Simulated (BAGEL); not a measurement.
# CSF3 (SMILES FC(F)(F)[S]): UHF/def2-SVPD (density fitting with qzvpp-jkfit)

What is the vertical doublet–quartet gap of CSF3 at UHF/def2-SVPD (density fitting with qzvpp-jkfit)? 

Program for the calculation: BAGEL 1.2.2.

5 further runs of the same task are left out: 3 that didn't finish, 2 set aside as unsound or not needed. Runs told in other sessions of the task aren't counted.

## (1) The molecule

CSF3 has 5 atoms, charge 0, and is taken as a doublet. SMILES: `FC(F)(F)[S]`. The coordinates come from a PBE0-D4/def2-TZVP relaxation.

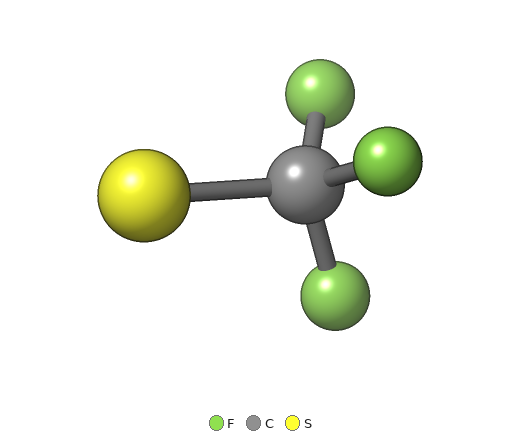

Viewed from a chosen angle; fluorine green, carbon grey, sulfur yellow.

## (2) The energy at UHF/def2-SVPD (density fitting with qzvpp-jkfit)

input.json

```json
{ "bagel": [

{
  "title": "molecule",
  "basis": "def2-svpd.json",
  "df_basis": "qzvpp-jkfit",
  "angstrom": "true",
  "geometry": [
    { "atom": "F", "xyz": [       0.248000,       0.105000,       1.332100 ] },
    { "atom": "C", "xyz": [       0.016900,      -0.077100,       0.034200 ] },
    { "atom": "F", "xyz": [      -1.219000,      -0.558300,      -0.109200 ] },
    { "atom": "F", "xyz": [       0.877600,      -0.998800,      -0.391000 ] },
    { "atom": "S", "xyz": [       0.126400,       1.455500,      -0.907500 ] }
  ]
},

{ "title": "uhf", "nopen": 1 },

{ "title": "print", "file": "orbitals.molden", "orbitals": "true" }

]}
```

The basis set def2-SVPD is read from a file made from the Basis Set Exchange's data (not shown).

Run with:

```
BAGEL_NUM_THREADS=1 BAGEL input.json > input.out
```

What it wrote:

```text
* using 1 threads per process

  ===============================================================
  ===============================================================

  *** Geometry ***

  { "atom" : "F", "xyz" : [      0.468652,      0.198421,      2.517304 ] },
  { "atom" : "C", "xyz" : [      0.031936,     -0.145698,      0.064629 ] },
  { "atom" : "F", "xyz" : [     -2.303576,     -1.055034,     -0.206358 ] },
  { "atom" : "F", "xyz" : [      1.658424,     -1.887458,     -0.738883 ] },
  { "atom" : "S", "xyz" : [      0.238861,      2.750496,     -1.714926 ] },

  Number of auxiliary basis functions:      434

  Since a DF basis is specified, we compute 2- and 3-index integrals:
    o Being stored without compression. Storage requirement is 0.047 GB

  Number of basis functions:      116
  Number of electrons      :       49

    * METHOD: MOLECULE                             0.22

  *** Open-shell HF ***

  === Nuclear Repulsion ===
   240.3403565604

      * DIIS with orbital gradients will be used.

  === UHF iteration (def2-svpd.json) ===
      0       -732.92146571          0.04417545           0.21
      1       -733.16696220          0.03191541           0.21
      2       -733.25672441          0.01901697           0.21
      3       -733.31101246          0.00109869           0.21
      4       -733.31150624          0.00034755           0.22
      5       -733.31155752          0.00007574           0.21
      6       -733.31156406          0.00001429           0.22
      7       -733.31156489          0.00000576           0.22
      8       -733.31156503          0.00000224           0.23
      9       -733.31156509          0.00000113           0.23
     10       -733.31156511          0.00000063           0.22
     11       -733.31156512          0.00000027           0.22
     12       -733.31156512          0.00000013           0.22
     13       -733.31156512          0.00000007           0.21
     14       -733.31156512          0.00000003           0.21
     15       -733.31156512          0.00000001           0.21
     16       -733.31156512          0.00000001           0.21
    * SCF iteration converged.

    * S^2 (UHF) is 0.7618

    * Permanent dipole moment:
           (   -0.052471,    -0.397514,     0.235413) a.u.

    * METHOD: UHF                                  3.88

    * METHOD: PRINT                                0.03

  ===============================================================
```

It took 4.5 s on 1 thread of Arm Neoverse V1, shared host; peak memory 0.14 GiB.

## (3) The quartet, same level

input.json

```json
{ "bagel" : [

{
  "title" : "molecule",
  "basis" : "def2-svpd.json",
  "df_basis" : "qzvpp-jkfit",
  "angstrom" : "true",
  "geometry" : [
    { "atom" : "F", "xyz" : [    0.248000,    0.105000,    1.332100 ] },
    { "atom" : "C", "xyz" : [    0.016900,   -0.077100,    0.034200 ] },
    { "atom" : "F", "xyz" : [   -1.219000,   -0.558300,   -0.109200 ] },
    { "atom" : "F", "xyz" : [    0.877600,   -0.998800,   -0.391000 ] },
    { "atom" : "S", "xyz" : [    0.126400,    1.455500,   -0.907500 ] }
  ]
},
{ "title" : "uhf", "nopen" : 3 },
{ "title" : "print", "file" : "orbitals.molden", "orbitals" : "true" }

]}
```

The basis set def2-SVPD is read from a file made from the Basis Set Exchange's data (not shown).

Run with:

```
BAGEL_NUM_THREADS=1 BAGEL input.json > input.out
```

What it wrote:

```text
* using 1 threads per process

  ===============================================================
  ===============================================================

  *** Geometry ***

  { "atom" : "F", "xyz" : [      0.468652,      0.198421,      2.517304 ] },
  { "atom" : "C", "xyz" : [      0.031936,     -0.145698,      0.064629 ] },
  { "atom" : "F", "xyz" : [     -2.303576,     -1.055034,     -0.206358 ] },
  { "atom" : "F", "xyz" : [      1.658424,     -1.887458,     -0.738883 ] },
  { "atom" : "S", "xyz" : [      0.238861,      2.750496,     -1.714926 ] },

  Number of auxiliary basis functions:      434

  Since a DF basis is specified, we compute 2- and 3-index integrals:
    o Being stored without compression. Storage requirement is 0.047 GB

  Number of basis functions:      116
  Number of electrons      :       49

    * METHOD: MOLECULE                             0.22

  *** Open-shell HF ***

  === Nuclear Repulsion ===
   240.3403565604

      * DIIS with orbital gradients will be used.

  === UHF iteration (def2-svpd.json) ===
      0       -732.58160956          0.04450945           0.21
      1       -732.90803513          0.03610603           0.21
      2       -733.04617967          0.02045749           0.22
      3       -733.11743895          0.00198710           0.22
      4       -733.12054063          0.00074005           0.22
      5       -733.12132283          0.00021167           0.22
      6       -733.12148476          0.00007817           0.21
      7       -733.12153095          0.00003667           0.22
      8       -733.12154353          0.00001749           0.21
      9       -733.12154713          0.00000709           0.22
     10       -733.12154743          0.00000344           0.23
     11       -733.12154748          0.00000172           0.22
     12       -733.12154750          0.00000099           0.22
     13       -733.12154750          0.00000059           0.23
     14       -733.12154750          0.00000042           0.22
     15       -733.12154751          0.00000026           0.22
     16       -733.12154751          0.00000012           0.22
     17       -733.12154751          0.00000006           0.22
     18       -733.12154751          0.00000003           0.22
     19       -733.12154751          0.00000002           0.22
     20       -733.12154751          0.00000001           0.23
    * SCF iteration converged.

    * S^2 (UHF) is 3.7587

    * Permanent dipole moment:
           (   -0.049006,    -0.343780,     0.202264) a.u.

    * METHOD: UHF                                  4.80

    * METHOD: PRINT                                0.04

  ===============================================================
```

It took 5.4 s on 1 thread of Arm Neoverse V1, shared host; peak memory 0.14 GiB.

## (4) What came out

At UHF/def2-SVPD (density fitting with qzvpp-jkfit):

| quantity | value |
| --- | --- |
| doublet: total energy | -733.31157 Eh |
| doublet: dipole moment | 1.18 D |
| doublet: ⟨S²⟩ | 0.762 |
| quartet: total energy | -733.12155 Eh |
| quartet: dipole moment | 1.02 D |
| quartet: ⟨S²⟩ | 3.759 |
| vertical energy of the quartet above the doublet | 5.171 eV |

At this shape the quartet lies 5.17 eV (499 kJ/mol) above the doublet.
